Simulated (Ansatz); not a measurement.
## Optical response of Zr

Aim: the dielectric function of Zr, and the optical constants that follow from it.

Main program and level: Ansatz 0.2.0; DFT, PBE, plane-wave PAW, default files, scalar-relativistic, independent-particle optical response without local fields.

## 1. Starting point

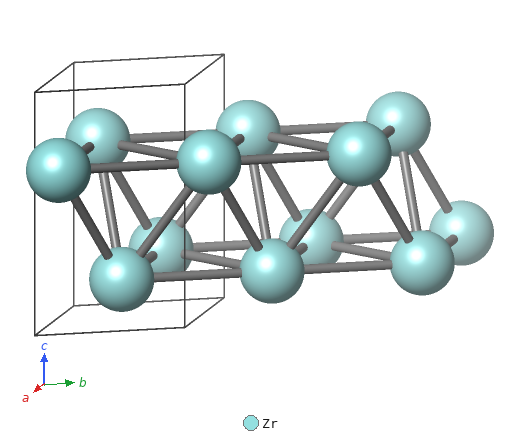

The starting structure, seen slightly off an axis (zirconium light teal). 2×3×1 cells are drawn.

As a file:

```cif
data_structure
_symmetry_space_group_name_H-M 'P 1'
_symmetry_Int_Tables_number 1
_cell_length_a 3.2320
_cell_length_b 3.2320
_cell_length_c 5.1470
_cell_angle_alpha 90.000
_cell_angle_beta 90.000
_cell_angle_gamma 120.000
_cell_volume 46.56
loop_
_atom_site_label
_atom_site_type_symbol
_atom_site_fract_x
_atom_site_fract_y
_atom_site_fract_z
_atom_site_occupancy
Zr1 Zr 0.66667 0.33333 0.75000 1
Zr2 Zr 0.33333 0.66667 0.25000 1
```

## 2. Ground state and bands

The self-consistent density comes first; it also tells whether there is a gap, which decides the occupations and the need for a Drude term.

This step: DFT, PBE, plane-wave PAW, default files, scalar-relativistic, ground state (Ansatz 0.2.0).

input.yaml reads:

```yaml
crystal:
  lattice:
    - [3.232, 0.0, 0.0]
    - [-1.616, 2.798994105, 0.0]
    - [0.0, 0.0, 5.147]
  atoms:
    - { symbol: Zr, position: [0.6666666667, 0.3333333333, 0.75] }
    - { symbol: Zr, position: [0.3333333333, 0.6666666667, 0.25] }
kpoints:
  mp_grid: { grid: [9, 9, 5] }
  band_path:
    path:
      - [[0.0, 0.0, 0.0], [0.5, 0.0, 0.0], [0.33333333, 0.33333333, 0.0], [0.0, 0.0, 0.0], [0.0, 0.0, 0.5], [0.5, 0.0, 0.5], [0.33333333, 0.33333333, 0.5], [0.0, 0.0, 0.5]]
      - [[0.5, 0.0, 0.5], [0.5, 0.0, 0.0]]
      - [[0.33333333, 0.33333333, 0.0], [0.33333333, 0.33333333, 0.5]]
    npoints: 5
scf:
  occupations: { method: fermi_dirac, width: 0.05 }
  n_extra_bands: 6
hamiltonian:
  xc: pbe
  pseudopotentials: { kind: paw }
output:
  forces: true
  stress: true
  populations: true
  write_bands: true
```

Run with:

```
ansatz run input.yaml --threads 4 --pin off --max-ram 8192MiB --backend cpu --events-out ev --progress --plain --runs-dir out
```

Numbers of over 12 decimals in the logs are rounded to 6 here.

Output:

```text
scf.n_extra_bands = 6 over 12 filled bands (N_el = 24.0): the run solves 18 bands
Engine: ansatz 0.2.0, x86_64-unknown-linux-gnu
Pseudopotentials: kind: paw
Pseudopotential: Zr, paw, valence charge 12, recommended cutoff 420 eV (normal), Zr.paw.azcp
Functional definition: PBE
  parameter kappa = 0.804
  parameter beta = 0.066725
  exchange = pbe_x(kappa = kappa, mu = beta*pi^2/3)
  correlation = pbe_c(beta = beta)
Crystal: 2 atoms, lattice volume = 46.562 Å³
Basis set: ecut = 420 eV, 929 PW (Γ), exchange–correlation on 48×48×72 points (8 copies of the dense FFT grid, shifted against one another)
Bands: 18, of which v1, the nominal top of the filled ones, is band 12 counted from 1 (11 counted from 0)
Symmetry: 24 space group operations
Space group: P63/mmc (ITA 194), of the structure as read, at distance tolerance 3.6e-5 Å
k-points: 36 of 405
Non-local potential: Zr, projectors of the file, l = 0: 3, l = 1: 2, l = 2: 2, l = 3: 2
PAW form: soft (Blöchl's): semilocal exchange-correlation on the pseudo side does not see the compensation charge
PAW one-centre angular grid: Zr, 590 points (default); XC on 64 Gauss nodes
Initial density: superposition of atomic densities (neutral atoms: chi_scale 0, normalization atom), corrected by the library's trained network
Initial wavefunctions: pseudopotential atomic-orbital guess
Functional: x = pbe(κ = 0.804, μ = 0.219515), c = pbe(β = 0.066725)
SCF iter   1: F=—  HF=-8367.684496 eV  |F-HF|=—  |Δ(HF+E_count)|=         —  Δρ=3.06e-3  dr2=1.83e-3  ethr=1.77e-3  ⟨swp⟩=5.0  Hψ=2726  notcnv=0
preconditioner: auto → Kerker (q_TF=auto, 2.443 Å⁻¹)  [metal: Δε(μ)=0.048 eV  Ē_g=4.029 eV  σ=0.050 eV  W_gap=0.23  n_scr=10 (ndim 8)  ℏωp=15.4 eV  f_vac=0.000  D(μ)=2.00/eV (n_scr^D=22)]
SCF iter   2: F=—  HF=-8367.683816 eV  |F-HF|=—  |Δ(HF+E_count)|=   6.79e-4  Δρ=1.85e-3  dr2=7.25e-4  ethr=7.63e-6  ⟨swp⟩=2.9  Hψ=1327  notcnv=0
SCF iter   3: F=—  HF=-8367.684144 eV  |F-HF|=—  |Δ(HF+E_count)|=   3.27e-4  Δρ=2.86e-4  dr2=2.52e-5  ethr=3.02e-6  ⟨swp⟩=2.4  Hψ=909  notcnv=0
SCF iter   4: F=—  HF=-8367.684134 eV  |F-HF|=—  |Δ(HF+E_count)|=   9.65e-6  Δρ=9.51e-5  dr2=3.38e-6  ethr=1.05e-7  ⟨swp⟩=2.8  Hψ=1055  notcnv=0
iter 5 did not close the SCF: its close was put off for the readings that it lacked (scf_convergence_deferred on its scf_iter line)
SCF iter   5: F=-8367.684134 eV  HF=-8367.684134 eV  |F-HF|=1.06e-8  |Δ(HF+E_count)|=   1.73e-7  Δρ=1.28e-5  dr2=4.47e-8  ethr=1.41e-8  ⟨swp⟩=3.0  Hψ=1093  notcnv=0
SCF iter   6: F=-8367.684134 eV  HF=-8367.684134 eV  |F-HF|=9.64e-10  |Δ(HF+E_count)|=   1.63e-8  Δρ=2.99e-6  dr2=2.73e-9  ethr=1.86e-10  ⟨swp⟩=2.1  Hψ=1952  notcnv=0
SCF 1 converged in 6 iterations: F = -8367.684134 eV  dr2 = 2.73e-9
  greatest PAW one-centre occupation: 0.996 electrons in one spin orbital (limit 2), on the Zr atom at site 1 (counted from 0), in its partial waves of l = 0
NSCF: frozen V_eff on 48 k-points
SCF converged after 6 iterations
Free energy (F): -8367.684134 eV
Harris-Foulkes:  -8367.684134 eV  (|F-HF|=9.64e-10)
Internal energy: -8367.667865 eV  (E = F + TS)
E sigma→0 (E₀):  -8367.675999 eV
Entropy (-TS):   -0.016269 eV (-8.135 meV/atom)
Fermi energy:    14.019561 eV
--- Per-component energies (eV) ---
  E_band       = -193.707743
  E_kinetic    = 665.240907
  E_local      = -1253.727135  (includes V_loc(G=0)·N_el)
  E_nonlocal   = 161.037689
  E_hartree    = 388.098205
  E_xc         = -322.928850
  E_vxc        = -381.332553  (∫ρ·V_xc dr)
  E_paw        = -5908.242830  (= ΣΔE_a)
  E_vpaw       = -161.121872  (= ΣTr[D̂ρ^β])
  E_aug_tail   = 0.000049  (compensation charges beyond the density's cutoff)
  E_ewald      = -2097.145899
  E_smearing   = -0.016269  (= −TS)
  E_closure    = -0.000000  (closes the sum)
  Σ components = -8367.684134   (vs F -8367.684134, Δ=0.00e0)
--- Forces (eV/Å), atoms counted from 1 ---
  atom   1  Zr     0.00000000    -0.00000000     0.00000000
  atom   2  Zr     0.00000000     0.00000000     0.00000000
  max |Σ_I F_I| component: 4.63e-18 eV/Å
--- Stress (GPa, compression-positive) ---
        0.182984       0.000000       0.000000
        0.000000       0.182984       0.000000
        0.000000       0.000000       1.065854
  P = ⅓ Tr σ = 0.4773 GPa (4.773 kbar)
--- Band table (eV; the first three rows and the last of 36) ---
  k-point 0: bands = [... 8 lower, 8.3579, 10.9772, 14.8673, 14.8673, 15.0181, 15.1795, 15.5604, 15.5604, ... 2 higher]
  k-point 1: bands = [... 8 lower, 8.6874, 10.9370, 14.6349, 14.7304, 14.7304, 14.7681, 15.3287, 15.3287, ... 2 higher]
  k-point 2: bands = [... 8 lower, 9.5530, 10.5133, 14.0290, 14.2418, 14.6868, 14.6868, 14.9229, 14.9229, ... 2 higher]
  k-point 35: bands = [... 8 lower, 12.5401, 12.5774, 12.5774, 12.8476, 13.9945, 13.9945, 15.8212, 16.4568, ... 2 higher]
--- Löwdin populations: 2 sites ---
  site symbol       q [e]
     0     Zr     11.9293
     1     Zr     11.9293
  spilling = 0.005890 (of n_electrons = 24.000000)
```

Wall time 2.1 s (4 threads of Intel Xeon at 2.50GHz (Skylake/Cascade Lake), shared host); peak memory 0.36 GiB; 5.4 s of CPU time.

Reading the cycles: dr2 is the Hartree energy of the density residual (eV), the measure of convergence; HF is the Harris–Foulkes estimate of the energy, which meets the free energy F at convergence.

Read-outs, printed or worked out from the files:

```
free energy         : -8367.6841 eV
Fermi energy        : 14.02 eV
electrons           : 24
symmetry operations : 24
pressure            : 0.4773 GPa
volume              : 46.56 Å³
gap on the path     : 0 eV
```

There are states at the Fermi level within the smearing, so the occupations stay smeared and the carriers get a Drude term. The cell is left with a pressure of 0.5 GPa, as it stands unrelaxed at this level.

The electronic bands at the labelled points (eV, zero at the Fermi level; # counts the bands kept):

| point | #1 | #2 | #3 | #4 | #5 | #6 | #7 | #8 |
| --- | --- | --- | --- | --- | --- | --- | --- | --- |
| Γ | -5.66 | -3.04 | 0.85 | 0.85 | 1.00 | 1.16 | 1.54 | 1.54 |
| M | -2.58 | -2.52 | -2.15 | -0.23 | 0.52 | 0.77 | 1.45 | 4.88 |
| K | -2.11 | -1.37 | -1.37 | -1.15 | 0.25 | 0.25 | 1.79 | 4.29 |
| Γ | -5.66 | -3.04 | 0.85 | 0.85 | 1.00 | 1.16 | 1.54 | 1.54 |
| A | -3.95 | -3.95 | 0.03 | 0.03 | 0.75 | 0.75 | 0.75 | 0.75 |
| L | -2.88 | -2.88 | -1.07 | -1.07 | 1.61 | 1.61 | 2.19 | 2.19 |
| H | -1.45 | -1.45 | -1.29 | -1.29 | -0.04 | -0.04 | 2.02 | 2.02 |
| A | -3.95 | -3.95 | 0.03 | 0.03 | 0.75 | 0.75 | 0.75 | 0.75 |
| jump to L | -2.88 | -2.88 | -1.07 | -1.07 | 1.61 | 1.61 | 2.19 | 2.19 |
| M | -2.58 | -2.52 | -2.15 | -0.23 | 0.52 | 0.77 | 1.45 | 4.88 |
| jump to K | -2.11 | -1.37 | -1.37 | -1.15 | 0.25 | 0.25 | 1.79 | 4.29 |
| H | -1.45 | -1.45 | -1.29 | -1.29 | -0.04 | -0.04 | 2.02 | 2.02 |

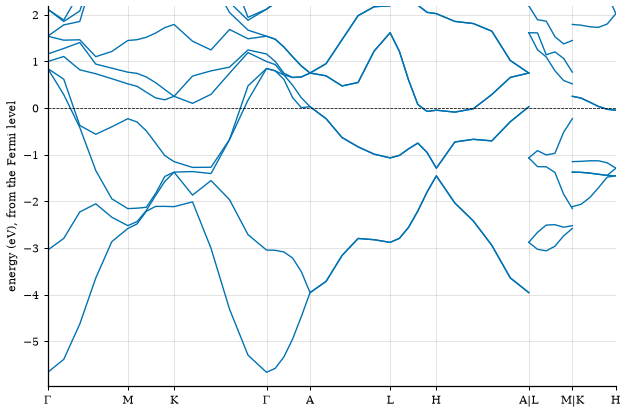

Electronic bands along the path.

## 3. Spectrum

The spectrum is a sum over vertical transitions between filled and empty bands at the fixed density, so many empty bands are needed.

This step: DFT, PBE, plane-wave PAW, default files, scalar-relativistic, independent-particle optical response without local fields (Ansatz 0.2.0).

input.yaml, the sections that differ from step 2:

```yaml
kpoints:
  mp_grid: { grid: [11, 11, 6] }
scf:
  occupations: { method: fermi_dirac, width: 0.05 }
output:
  optics:
    e_range: [0, 14]
    de: 0.05
    sigma: 0.1
    drude_damping: 0.05
    nscf_kmesh: { grid: [15, 15, 8] }
    bands: { spectra_wanted_up_to: 14 }
# crystal, hamiltonian: as in step 2
```

Output:

```text
[...]
Crystal: 2 atoms, lattice volume = 46.562 Å³
Basis set: ecut = 420 eV, 929 PW (Γ)
Bands: 16, of which v1, the nominal top of the filled ones, is band 12 counted from 1 (11 counted from 0)
[... 1 set-up line as in the run before ...]
[...]
k-points: 64 of 726
[...]
SCF iter   1: F=—  HF=-8367.679903 eV  |F-HF|=—  |Δ(HF+E_count)|=         —  Δρ=3.13e-3  dr2=1.90e-3  ethr=1.77e-3  ⟨swp⟩=4.8  Hψ=4374  notcnv=0
[...]
SCF iter   8: F=-8367.679289 eV  HF=-8367.679289 eV  |F-HF|=0.00e0  |Δ(HF+E_count)|=  3.64e-12  Δρ=4.89e-8  dr2=7.31e-13  ethr=1.00e-12  ⟨swp⟩=2.0  Hψ=2042  notcnv=0
SCF 1 converged in 8 iterations: F = -8367.679289 eV  dr2 = 7.31e-13
[...]
NSCF: frozen V_eff on 135 k-points
output.optics: what the bands over the 31 summed would add to eps1, eps2 and the energy-loss function is held between a lower and an upper bound (8 Lanczos steps). eps1, eps2 and their loss function (loss_summed_bands) are given on every row as the summed bands alone make them. Along an axis, on a row where the two bounds hold the loss function to about 1 % of the greater of itself and 0.5 % of |1/eps|, its cell (loss_completed) is given, with the completed eps1 and eps2 that it is formed of (a cell that is left empty reads nan in the table and null in the record). The two bounds hold it so along every axis on all 280 rows up to 14.000 eV. [rest of the remark cut]
SCF converged after 8 iterations
Free energy (F): -8367.679289 eV
[...]
Internal energy: -8367.664048 eV  (E = F + TS)
E sigma→0 (E₀):  -8367.671668 eV
Entropy (-TS):   -0.015242 eV (-7.621 meV/atom)
Fermi energy:    14.011521 eV
[...]
--- Band table (eV; the first three rows and the last of 64) ---
  k-point 0: bands = [... 8 lower, 8.3581, 10.9776, 14.8697, 14.8697, 15.0188, 15.1791, 15.5631, 15.5631]
  k-point 1: bands = [... 8 lower, 8.5890, 10.9560, 14.7612, 14.7612, 14.7746, 14.8409, 15.3944, 15.3944]
  k-point 2: bands = [... 8 lower, 9.2240, 10.7291, 14.1460, 14.4179, 14.6732, 14.6732, 15.0534, 15.0534]
  k-point 63: bands = [... 8 lower, 12.2605, 12.2605, 13.0355, 13.0355, 13.9521, 13.9521, 16.0661, 16.0661]
```

Wall time 77 s (4 threads); peak memory 1.2 GiB; 4.9 min of CPU time.

Numbers from this step:

```
main peak of the optical conductivity above 1 eV, first axis : 1.970 eV
Drude plasma energy, first axis                              : 3.938 eV
bands summed                                                 : 31
spectra valid up to                                          : 19.14 eV
program's estimate of the k-sum error in Im epsilon          : 0.18 %
electrons in the f-sum                                       : 19.62
```

The Im ε has structure finer than the step of the table below, so its rows give means over 1 eV, whole bins alone (the curve runs from 0.3 to 14 eV). Peaks (eV: height): E ∥ x or y 0.7: 63.3; E ∥ z 0.6: 118, 1.1: 68.9.

Im ε against photon energy; means over each step:

| photon energy (eV) | E ∥ x or y | E ∥ z |
| --- | --- | --- |
| 1 | 49.1 | 74.3 |
| 2 | 31.2 | 30.3 |
| 3 | 16.2 | 14.1 |
| 4 | 10.2 | 10.2 |
| 5 | 7.60 | 6.84 |
| 6 | 3.08 | 4.00 |
| 7 | 1.93 | 2.70 |
| 8 | 3.60 | 1.75 |
| 9 | 1.81 | 1.04 |
| 10 | 2.90 | 2.94 |
| 11 | 1.75 | 2.26 |
| 12 | 1.37 | 1.13 |
| 13 | 0.983 | 0.769 |

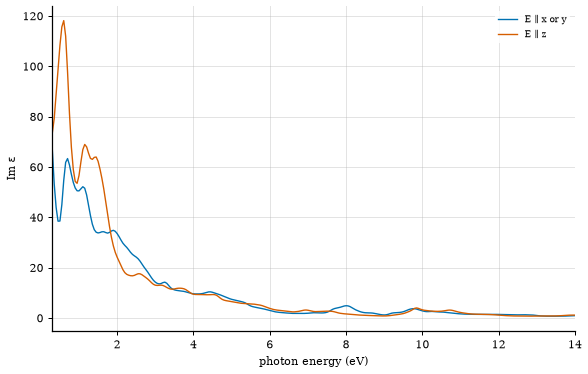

Im ε against photon energy.

Re ε against photon energy:

| photon energy (eV) | E ∥ x or y | E ∥ z |
| --- | --- | --- |
| 1 | 9.27 | 12.0 |
| 2 | -3.99 | -21.4 |
| 3 | -8.53 | -8.05 |
| 4 | -4.58 | -6.02 |
| 5 | -5.89 | -5.55 |
| 6 | -4.58 | -5.00 |
| 7 | -1.17 | -2.71 |
| 8 | -1.11 | -2.25 |
| 9 | -0.636 | -0.262 |
| 10 | -1.36 | -0.704 |
| 11 | -1.24 | -1.73 |
| 12 | -0.754 | -1.17 |
| 13 | -0.861 | -0.370 |
| 14 | -0.144 | -0.308 |

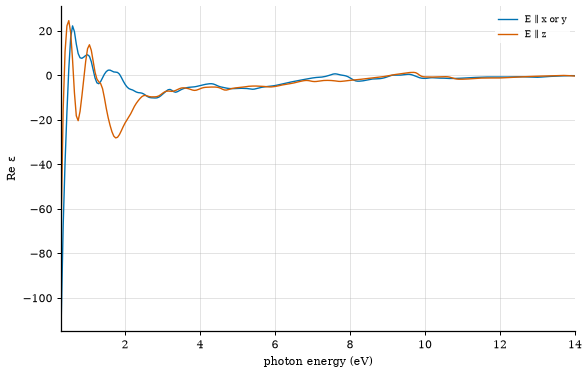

Re ε, plotted against photon energy.

Reflectivity at normal incidence against photon energy; read off at these points:

| photon energy (eV) | E ∥ x or y (%) | E ∥ z (%) |
| --- | --- | --- |
| 0.50 | 62.6 | 74.4 |
| 0.70 | 68.0 | 77.5 |
| 1.00 | 65.2 | 66.6 |
| 1.50 | 61.0 | 73.5 |
| 2.00 | 63.7 | 75.4 |
| 2.50 | 63.8 | 63.6 |
| 2.80 | 65.1 | 64.5 |
| 3.00 | 62.8 | 62.1 |
| 3.50 | 58.8 | 57.1 |
| 4.00 | 54.0 | 58.2 |
| 4.50 | 55.0 | 56.7 |
| 5.00 | 59.3 | 59.1 |
| 5.50 | 65.0 | 57.3 |
| 6.00 | 66.0 | 64.0 |
| 6.10 | 66.3 | 64.1 |
| 6.50 | 59.7 | 60.4 |
| 7.00 | 37.9 | 50.8 |
| 7.50 | 18.0 | 48.6 |
| 8.00 | 36.5 | 57.6 |
| 8.35 | 50.5 | 55.6 |
| 8.50 | 47.7 | 52.6 |
| 9.00 | 32.5 | 26.1 |
| 9.50 | 18.3 | 9.94 |
| 10.00 | 37.4 | 30.8 |
| 10.50 | 37.2 | 28.9 |
| 11.00 | 41.1 | 44.5 |
| 11.50 | 34.9 | 42.5 |
| 12.00 | 33.4 | 46.7 |
| 12.15 | 33.8 | 47.6 |
| 12.50 | 32.0 | 42.8 |
| 13.00 | 41.9 | 30.5 |
| 13.10 | 43.3 | 29.1 |
| 13.50 | 30.9 | 21.3 |
| 14.00 | 21.3 | 24.6 |

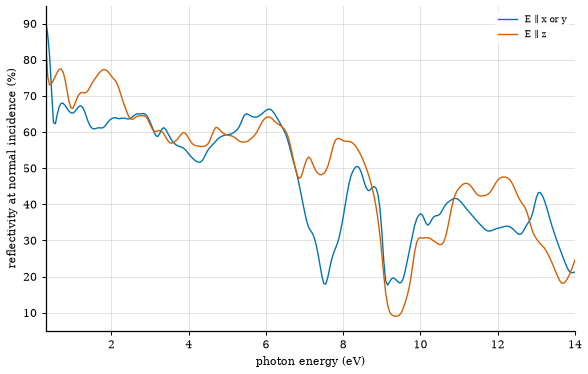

Reflectivity at normal incidence, plotted against photon energy.

Refractive index n and extinction k against photon energy:

| photon energy (eV) | n, E ∥ x or y | k, E ∥ x or y | n, E ∥ z | k, E ∥ z |
| --- | --- | --- | --- | --- |
| 1 | 5.50 | 4.59 | 5.91 | 4.79 |
| 2 | 3.86 | 4.34 | 2.33 | 5.18 |
| 3 | 2.01 | 3.54 | 1.91 | 3.42 |
| 4 | 1.74 | 2.76 | 1.61 | 2.93 |
| 5 | 1.34 | 2.77 | 1.23 | 2.65 |
| 6 | 0.662 | 2.24 | 0.800 | 2.38 |
| 7 | 0.725 | 1.30 | 0.833 | 1.85 |
| 8 | 1.39 | 1.75 | 0.506 | 1.58 |
| 9 | 0.602 | 0.999 | 0.541 | 0.744 |
| 10 | 0.943 | 1.50 | 1.14 | 1.42 |
| 11 | 0.635 | 1.28 | 0.727 | 1.50 |
| 12 | 0.648 | 1.08 | 0.477 | 1.18 |
| 13 | 0.473 | 1.04 | 0.496 | 0.785 |
| 14 | 0.625 | 0.731 | 0.658 | 0.861 |

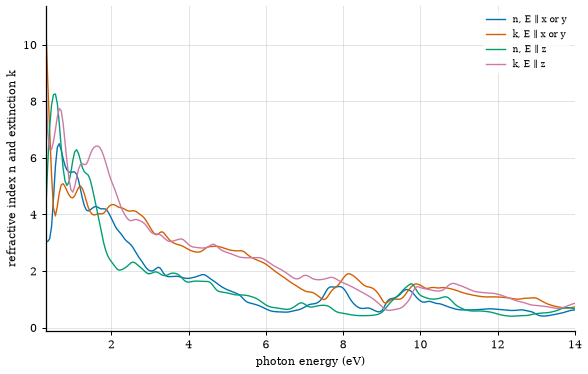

Refractive index n and extinction k against photon energy.

The loss function −Im 1/ε at q → 0 has structure finer than the step of the table below, so its rows give means over 0.5 eV, whole bins alone (the curve runs from 0.3 to 14 eV). Peaks (eV: height): E ∥ x or y 7.40: 0.489, 9.05: 0.747, 13.70: 1.24; E ∥ z 9.05: 1.20, 13.45: 1.21.

The loss function −Im 1/ε at q → 0 by energy loss; means over each step:

| energy loss (eV) | E ∥ x or y | E ∥ z |
| --- | --- | --- |
| 1.0 | 0.0189 | 0.0157 |
| 1.5 | 0.0281 | 0.0156 |
| 2.0 | 0.0303 | 0.0238 |
| 2.5 | 0.0369 | 0.0431 |
| 3.0 | 0.0512 | 0.0541 |
| 3.5 | 0.0663 | 0.0667 |
| 4.0 | 0.0838 | 0.0742 |
| 4.5 | 0.0816 | 0.0786 |
| 5.0 | 0.0822 | 0.0886 |
| 5.5 | 0.0852 | 0.101 |
| 6.0 | 0.103 | 0.100 |
| 6.5 | 0.180 | 0.148 |
| 7.0 | 0.363 | 0.196 |
| 7.5 | 0.389 | 0.206 |
| 8.0 | 0.205 | 0.211 |
| 8.5 | 0.257 | 0.372 |
| 9.0 | 0.524 | 0.915 |
| 9.5 | 0.383 | 0.444 |
| 10.0 | 0.294 | 0.292 |
| 10.5 | 0.326 | 0.335 |
| 11.0 | 0.393 | 0.288 |
| 11.5 | 0.519 | 0.391 |
| 12.0 | 0.557 | 0.442 |
| 12.5 | 0.616 | 0.688 |
| 13.0 | 0.639 | 1.04 |
| 13.5 | 1.11 | 1.14 |

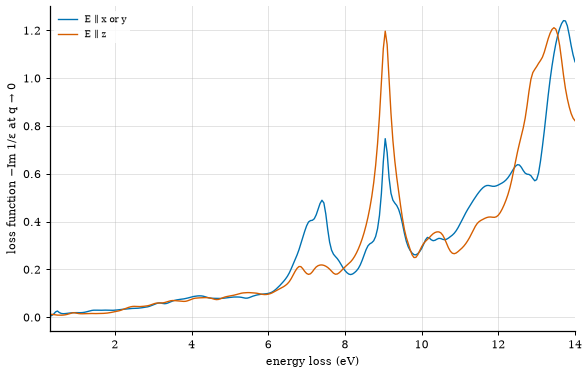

Loss function −Im 1/ε at q → 0, plotted against energy loss.

At chosen wavelengths:

| wavelength (nm) | n xy | k xy | R (%) xy | 1/α xy | n z | k z | R (%) z | 1/α z |
| --- | --- | --- | --- | --- | --- | --- | --- | --- |
| 1064 | 5.10 | 4.972 | 67.1 | 17 nm | 6.07 | 5.658 | 70.4 | 15 nm |
| 800 | 4.26 | 3.981 | 60.8 | 16 nm | 4.64 | 6.370 | 74.4 | 10.0 nm |
| 633 | 3.98 | 4.311 | 63.3 | 12 nm | 2.41 | 5.346 | 76.0 | 9.4 nm |
| 450 | 2.40 | 3.989 | 65.0 | 9.0 nm | 2.13 | 3.767 | 64.5 | 9.5 nm |
| 308 | 1.75 | 2.743 | 53.6 | 8.9 nm | 1.61 | 2.909 | 57.8 | 8.4 nm |
| 248 | 1.34 | 2.771 | 59.3 | 7.1 nm | 1.23 | 2.655 | 59.2 | 7.4 nm |
| 193 | 0.55 | 1.814 | 61.3 | 8.5 nm | 0.66 | 2.025 | 61.3 | 7.6 nm |

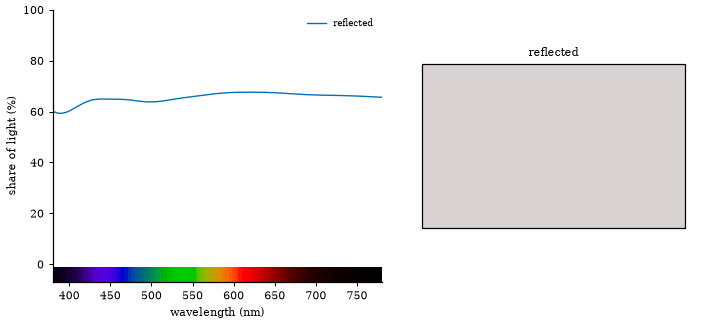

Light reflected across the visible range, with the colour that it makes of daylight (sRGB).

A polished face would reflect 66 % of daylight and look light grey (CIE x = 0.317, y = 0.331 under D65).

## 4. Results

```
gap on the path                                              : 0 eV
main peak of the optical conductivity above 1 eV, first axis : 1.97 eV
Drude plasma energy, first axis                              : 3.94 eV
```

In words: At this level (PBE, independent particles) Zr is a metal with a Drude plasma energy of 3.9 eV along x, 3.9 eV along y and 4.2 eV along z; it reflects 64 % at 550 nm for E ∥ x. Along x the bare Drude plasma energy is 3.9 eV; Re ε first rises through zero at 0.49 eV, far lower, because interband transitions screen the carriers. Im ε is 39 there, so the loss peak at that energy is weak. A polished face would reflect 66 % of daylight and look light grey (CIE x = 0.317, y = 0.331 under D65). In the base run ε includes the program's bounded estimate of what the bands above those summed add. The carriers' damping of 0.05 eV is typed, not computed; at 0.8 eV the carriers give 3 % of Im ε along the first axis; the rest comes from the sum over bands, which at low energy also holds close bands and the noise of the mesh. The Fermi-Dirac width of 0.05 eV acts as an electron temperature of 580 K in the carriers' term.

[Logs are printed without paths, hosts, clocks, repeated set-up lines and the standing remarks that a program may print on its own settings, such as how far it seeks lower states.]

[Hosts, paths, dates, database ids (printed as entryN), source tags and the programs' standing remarks are cut or masked in the printed files.]
